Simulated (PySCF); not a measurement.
**C5H9OPS: density, localisation and related maps**

```yaml
atoms:
  - { symbol: C, position_ang: [-1.7194, -0.2520, 1.4739] }
  - { symbol: C, position_ang: [-1.6526, 0.3783, 0.0906] }
  - { symbol: P, position_ang: [-0.6510, -0.6999, -1.0366] }
  - { symbol: S, position_ang: [-1.1735, -2.5635, -1.1826] }
  - { symbol: C, position_ang: [0.2578, 0.2893, -2.2499] }
  - { symbol: C, position_ang: [1.0331, -0.0544, -1.2063] }
  - { symbol: O, position_ang: [2.2841, -0.0220, -0.8035] }
  - { symbol: C, position_ang: [2.5290, -0.5667, 0.4838] }
  - { symbol: H, position_ang: [-2.3848, 0.3149, 2.1214] }
  - { symbol: H, position_ang: [-0.7311, -0.2842, 1.9312] }
  - { symbol: H, position_ang: [-2.0936, -1.2721, 1.3984] }
  - { symbol: H, position_ang: [-1.2024, 1.3720, 0.1063] }
  - { symbol: H, position_ang: [-2.6530, 0.4456, -0.3469] }
  - { symbol: H, position_ang: [0.3352, 0.7427, -3.2156] }
  - { symbol: H, position_ang: [3.6035, -0.7220, 0.5564] }
  - { symbol: H, position_ang: [2.2055, 0.1312, 1.2621] }
  - { symbol: H, position_ang: [2.0060, -1.5193, 0.6072] }
```

Geometry: GFN2-xTB.

The calculation used CAM-B3LYP/def2-SVPD, SCF density, gas phase in PySCF.

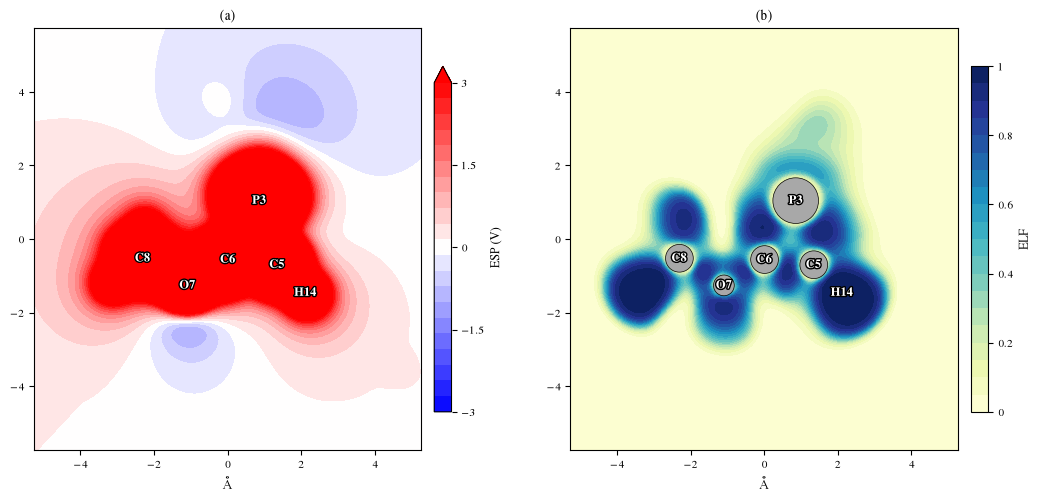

Figure 1. (a) molecular electrostatic potential; (b) electron localisation function on the plane of atoms P3, C5 and C6. Grey discs cover the atomic cores in the ELF map.

Question: Describe what can be read from this map.

Answer:
- Atoms in the plane: P, C, O and H.
- C–O (1.31 Å): the ELF peaks at about 0.90 between the atoms, as expected for a polar covalent bond.
- C–C (1.34 Å): the ELF peaks at about 0.90 between the atoms (a multiple bond).
- C–P (1.81 Å): the ELF peaks at about 0.80 between the atoms: localised, covalent bonding.
- C–H (1.07 Å): the ELF climbs to about 1 towards the hydrogen, as it does in any bond to H; an ordinary covalent bond to hydrogen.
- C–O (1.42 Å): the ELF peaks at about 0.90 between the atoms: a shared but strongly polarised pair.
- The ELF also peaks beside O7, away from the bonds: lone-pair regions.
- Outside the dense part of the molecule the potential is most negative (−1.0 V) near O7.

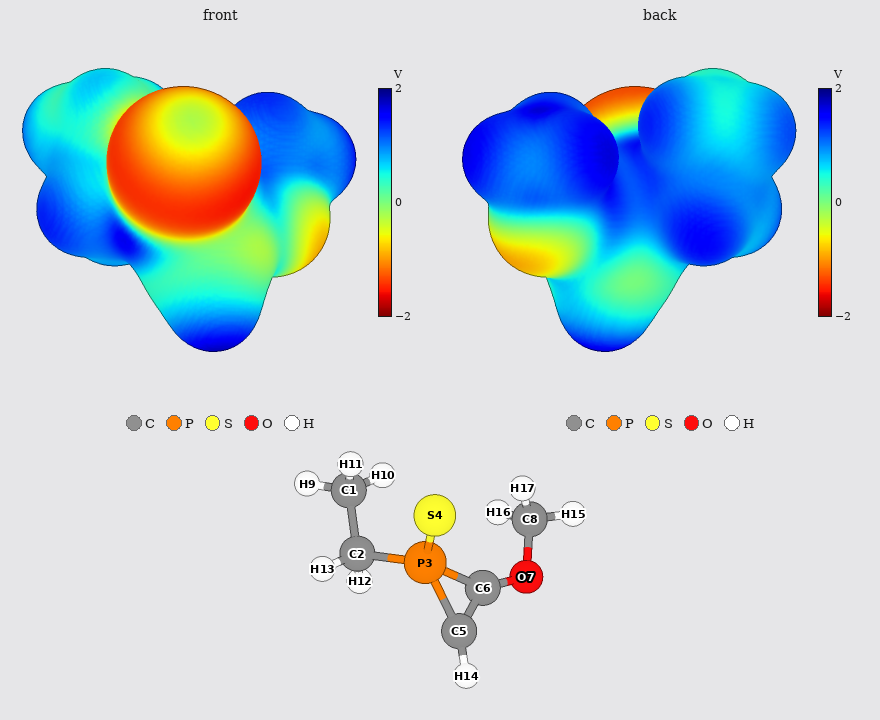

Figure 2. The electrostatic potential painted on the density surface at 0.004 e/bohr³, seen from the front and from behind; red is negative and blue positive. The bare structure is drawn below in the same view.

Question: Which sites attract a positive test charge, and which a negative one?

Answer: A positive charge is drawn to the negative regions and a negative charge to the positive ones. The most negative region (about −1.5 V, or −35 kcal/mol for a unit charge) lies over S4, the most positive (about +1.7 V, or +39 kcal/mol for a unit charge) over C8, H14 and H16.

Question: How polar is the molecule by this calculation?

Answer: Its dipole moment is 4.41 D.

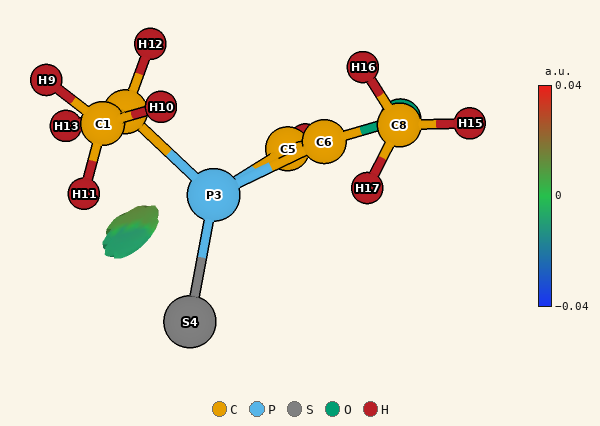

Figure 3. Non-covalent interaction (NCI) plot: the surface where the reduced density gradient is 0.5, for densities under 0.05 a.u., coloured by sign(λ₂)ρ; seen from one side.

Question: What holds or crowds the atoms apart from the covalent bonds?

Answer: Near H11, C1 and S4: mostly steric crowding (olive to red).
